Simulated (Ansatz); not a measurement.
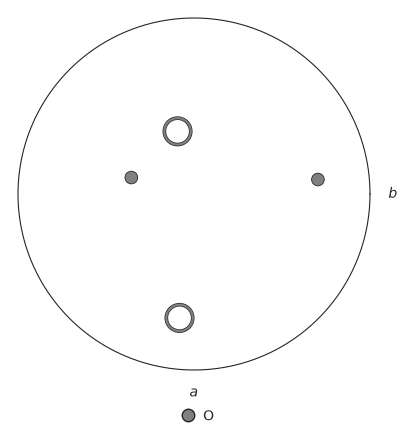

Directions from one silicon atom at (0.294, 0.294, 0) to its bonded neighbours, in stereographic projection down c (filled: above the plane of the page or in it, open: below). Crystal: SiO2, the geometry relaxed with DFT, PBE, plane waves, PAW (Ansatz 0.2.0). Geometry calculated from the standardised cell; symmetry tolerance 0.002 Å.

Neighbours are counted up to 2.05 Å for O.

```yaml
crystal:
  lattice:
    - [5.08370, 0.00000, 0.00000]
    - [0.00000, 5.08370, 0.00000]
    - [0.00000, 0.00000, 7.10087]
  atoms:
    - { symbol: Si, position: [0.29386, 0.29386, 0.00000] }
    - { symbol: Si, position: [0.20614, 0.79386, 0.25000] }
    - { symbol: Si, position: [0.70614, 0.70614, 0.50000] }
    - { symbol: Si, position: [0.79386, 0.20614, 0.75000] }
    - { symbol: O, position: [0.24118, 0.09345, 0.17423] }
    - { symbol: O, position: [0.40655, 0.74118, 0.42423] }
    - { symbol: O, position: [0.75882, 0.90655, 0.67423] }
    - { symbol: O, position: [0.59345, 0.25882, 0.92423] }
    - { symbol: O, position: [0.74118, 0.40655, 0.57577] }
    - { symbol: O, position: [0.90655, 0.75882, 0.32577] }
    - { symbol: O, position: [0.25882, 0.59345, 0.07577] }
    - { symbol: O, position: [0.09345, 0.24118, 0.82577] }
```

### How many neighbours are there, and at what angles?

4: 2 O at 1.62 Å, 2 O at 1.63 Å. Angles between bonds: 108° (1×), 109° (2×), 110° (2×), 112° (1×).

### What is the site's symmetry in the crystal?

Point group 2 (C2), order 2: one twofold axis. In P4_12_12 (No. 92) this is Wyckoff position 4a.
